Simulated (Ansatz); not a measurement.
Consider Ge2Sn.

```yaml
atoms:
  - { symbol: Ge, position_ang: [-0.3323, 1.6387, 0.0339] }
  - { symbol: Ge, position_ang: [1.1636, -0.0906, -0.0181] }
  - { symbol: Sn, position_ang: [-0.8313, -1.5482, -0.0159] }
```

Geometry: r2SCAN-D4/def2-TZVP; core potentials replace the inner electrons of Sn.

All numbers below come from Ansatz 0.2.0, RKS PBE0-D4/def2-TZVP.

### What can the converged electron density and electron localisation function tell about the bonding?

Ge–Ge (2.29 Å): the density is about 0.59 e/Å³ at the midpoint; the ELF peaks at about 0.65 between the atoms.
Sn–Ge (2.47 Å): ρ is about 0.48 e/Å³ halfway; the ELF is about 0.50 at the midpoint.

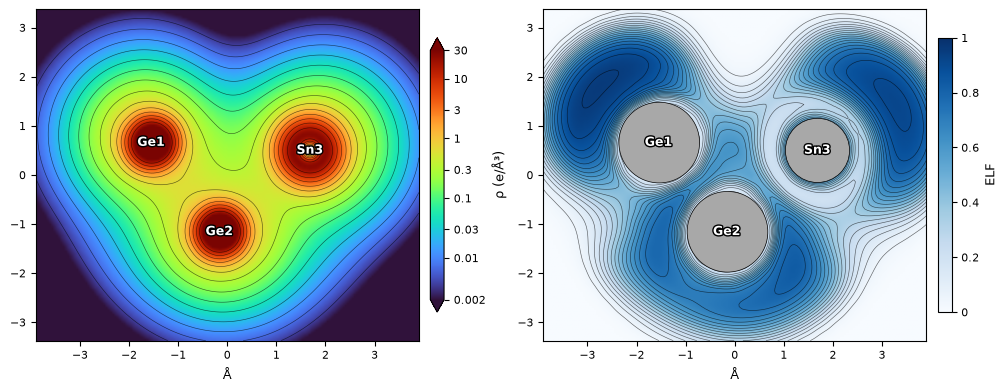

Computed electron density and electron localisation function on the molecular plane, in this order. Grey discs cover the atomic cores in the ELF map. 
